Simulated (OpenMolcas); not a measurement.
# doublet CH3AlF2O+ at 6 levels

Aim: a comparison of 6 runs (UB3LYP/6-31G*, UBHLYP/6-31G*, UBLYP/6-31G*, UM06-2X/6-31G*, UPBE/6-31G*, UTPSS/6-31G*) of doublet CH3AlF2O+. 

The results are computed with OpenMolcas 26.06.

1 further run of the same task is left out (set aside as unsound or not needed).

## Step 1: The system as given

CH3AlF2O+: 8 atoms, total charge +1, spin state doublet. SMILES of the parent species: `C[O][Al]([F])[F]`. The coordinates come from a PBE0-D4/def2-TZVP relaxation. That shape belongs to the parent species and isn't relaxed for this state.

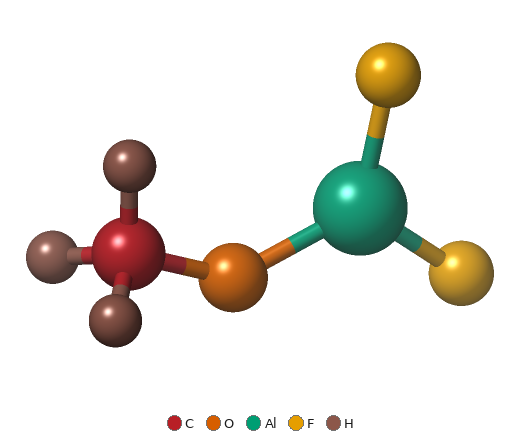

The structure, seen from a chosen angle (carbon red, oxygen orange, aluminium teal, fluorine amber, hydrogen brown).

## Step 2: The energy at UB3LYP/6-31G(d) (spherical functions) (run 1)

Contents of calc.input:

```
* CH3AlF2O Kohn-Sham DFT

&GATEWAY
 BasLib=$CurrDir
 BasisSet
 C.6-31Gs....
 C1 -0.239000 0.900700 0.881500 angstrom
 End of Basis
 BasisSet
 O.6-31Gs....
 O2 -0.459800 -0.316300 0.222600 angstrom
 End of Basis
 BasisSet
 Al.6-31Gs....
 Al3 0.227600 -1.156300 -1.035300 angstrom
 End of Basis
 BasisSet
 F.6-31Gs....
 F4 -0.392600 -2.602700 -1.474500 angstrom
 F5 1.520300 -0.581200 -1.861800 angstrom
 End of Basis
 BasisSet
 H.6-31Gs....
 H6 0.609600 1.454200 0.465200 angstrom
 H7 -0.042800 0.715700 1.941600 angstrom
 H8 -1.131100 1.528900 0.804800 angstrom
 End of Basis

&SEWARD
 GridInput
 Grid=UltraFine
 End of Grid

&SCF
 UHF
 Charge=1
 Spin=2
 KSDFT=B3LYP
 Thresholds=1e-10 1e-07 1e-07 1e-05
 PrOrbitals=1 2
```

The basis set 6-31G* is read from a file made from the Basis Set Exchange's data (not shown).

Started as:

```sh
export MOLCAS_MEM=1860
pymolcas calc.input > calc.log
```

Output:

```text
--- Start Module: gateway ---
[...]
--- Stop Module: gateway /rc=_RC_ALL_IS_WELL_ ---
--- Start Module: seward ---
[...]
      Basis functions           80
--- Stop Module: seward /rc=_RC_ALL_IS_WELL_ ---
[...]
--- Start Module: scf ---
[...]
       Convergence after  30 Iterations
[...]
::    Total KS-DFT energy                            -557.0205831508
[...]
      Total spin, S                                     0.5019200223
[...]
      Total electronic charge=   47.000000
      Total            charge=    1.000000
[...]
      Dipole Moment (debye):
      Origin of the operator (angstrom)=    0.1747   -0.8564   -0.7703
                   X= -1.8785E+00               Y=  5.8675E+00               Z=  5.9925E+00           Total=  8.5945E+00
      Center of Charge (angstrom)
[...]
--- Stop Module: scf /rc=_RC_ALL_IS_WELL_ ---
[...]
```

Wall time 40 s (1 thread of Intel Xeon 6975P-C (Granite Rapids), shared host); peak memory 0.45 GiB.

## Step 3: The energy at UBHLYP/6-31G(d) (spherical functions) (run 2)

Contents of run.input:

```
* CH3AlF2O Kohn-Sham DFT

&GATEWAY
 BASLIB=$CurrDir
 COORD
 8
 angstrom
 C       -0.239000       0.900700       0.881500
 O       -0.459800      -0.316300       0.222600
 Al       0.227600      -1.156300      -1.035300
 F       -0.392600      -2.602700      -1.474500
 F        1.520300      -0.581200      -1.861800
 H        0.609600       1.454200       0.465200
 H       -0.042800       0.715700       1.941600
 H       -1.131100       1.528900       0.804800
 BASIS=6-31Gs
 GROUP=NoSym

&SEWARD
 GRIDINPUT
 Grid=UltraFine
 End of Grid

&SCF
 UHF
 CHARGE=1
 SPIN=2
 KSDFT=HYB_GGA_XC_BHANDHLYP
 THRESHOLDS=1e-10 1e-07 1e-07 1e-05
 PRORBITALS=1 2
```

The basis set 6-31G* is read from a file made from the Basis Set Exchange's data (not shown).

Started as:

```sh
export MOLCAS_MEM=1860
pymolcas run.input > run.log
```

Output:

```text
--- Start Module: gateway ---
[...]
--- Stop Module: gateway /rc=_RC_ALL_IS_WELL_ ---
--- Start Module: seward ---
[...]
      Basis functions           80
--- Stop Module: seward /rc=_RC_ALL_IS_WELL_ ---
[...]
--- Start Module: scf ---
[...]
       Convergence after  31 Iterations
[...]
::    Total KS-DFT energy                            -556.8747207377
[...]
      Total spin, S                                     0.5031738271
[...]
      Total electronic charge=   47.000000
      Total            charge=    1.000000
[...]
      Dipole Moment (debye):
      Origin of the operator (angstrom)=    0.1747   -0.8564   -0.7703
                   X= -2.0175E+00               Y=  5.9759E+00               Z=  6.2021E+00           Total=  8.8458E+00
      Center of Charge (angstrom)
[...]
--- Stop Module: scf /rc=_RC_ALL_IS_WELL_ ---
[...]
```

Wall time 39 s (1 thread of Intel Xeon 6975P-C (Granite Rapids), shared host); peak memory 0.45 GiB.

Runs 3 to 5 aren't shown in full; the table further down has their settings and results.

## Step 4: The energy at UTPSS/6-31G(d) (spherical functions) (run 6)

Contents of calc.inp:

```
* CH3AlF2O Kohn-Sham DFT
>>> EXPORT MOLCAS_PRINT=2
&gateway
baslib = $CurrDir
coord
8
angstrom
C       -0.239000       0.900700       0.881500
O       -0.459800      -0.316300       0.222600
Al       0.227600      -1.156300      -1.035300
F       -0.392600      -2.602700      -1.474500
F        1.520300      -0.581200      -1.861800
H        0.609600       1.454200       0.465200
H       -0.042800       0.715700       1.941600
H       -1.131100       1.528900       0.804800
basis = 6-31Gs
group = NoSym
&seward
gridinput
Grid=UltraFine
End of Grid
&scf
uhf
charge = 1
spin = 2
ksdft = 2
1.0 MGGA_X_TPSS
1.0 MGGA_C_TPSS
thresholds = 1e-10 1e-07 1e-07 1e-05
prorbitals = 1 1
```

The basis set 6-31G* is read from a file made from the Basis Set Exchange's data (not shown).

Started as:

```sh
export MOLCAS_MEM=1860
pymolcas calc.inp > calc.log
```

Output:

```text
--- Start Module: gateway ---
[...]
--- Stop Module: gateway /rc=_RC_ALL_IS_WELL_ ---
--- Start Module: seward ---
[...]
      Basis functions           80
--- Stop Module: seward /rc=_RC_ALL_IS_WELL_ ---
[...]
--- Start Module: scf ---
[...]
       Convergence after  71 Iterations
[...]
::    Total KS-DFT energy                            -557.0513052078
[...]
      Total spin, S                                     0.5014576546
[...]
      Total electronic charge=   47.000000
      Total            charge=    1.000000
[...]
      Dipole Moment (debye):
      Origin of the operator (angstrom)=    0.1747   -0.8564   -0.7703
                   X= -1.4380E+00               Y=  5.0662E+00               Z=  5.1738E+00           Total=  7.3826E+00
      Center of Charge (angstrom)
[...]
--- Stop Module: scf /rc=_RC_ALL_IS_WELL_ ---
[...]
```

Run time: 2.3 min. Hardware: 1 thread of Intel Xeon 6975P-C (Granite Rapids), shared host; peak memory 0.45 GiB.

## Step 5: Overview of the runs

| run | level | energy (Eh) | HOMO energy (eV) | LUMO energy (eV) | ⟨S²⟩ | wall time |
| --- | --- | --- | --- | --- | --- | --- |
| 1 | UB3LYP/6-31G* (spherical functions) | -557.020583 | -15.74 | -14.01 | 0.754 | 40 s |
| 2 | UBHLYP/6-31G* (spherical functions) | -556.874721 | -18.10 | -12.35 | 0.756 | 39 s |
| 3 | UBLYP/6-31G* (spherical functions) | -556.962880 | -14.29 | -14.23 | 0.752 | 46 s |
| 4 | UM06-2X/6-31G* (spherical functions) | -556.853171 | -18.13 | -12.76 | 0.754 | 53 s |
| 5 | UPBE/6-31G* (spherical functions) | -556.541976 | -14.41 | -14.35 | 0.752 | 60 s |
| 6 | UTPSS/6-31G* (spherical functions) | -557.051305 | -14.52 | -14.36 | 0.753 | 2.3 min |

## Step 6: Outcome

| quantity | value |
| --- | --- |
| run 6: total energy | -557.05131 Eh |
| run 6: HOMO energy (highest over α and β) | -14.52 eV |
| run 6: LUMO energy (lowest over α and β) | -14.36 eV |
| run 6: ⟨S²⟩ | 0.753 |

In words: Totals of different functionals can't be ranked against each other. All runs together took 6.2 min, the longest 2.3 min.
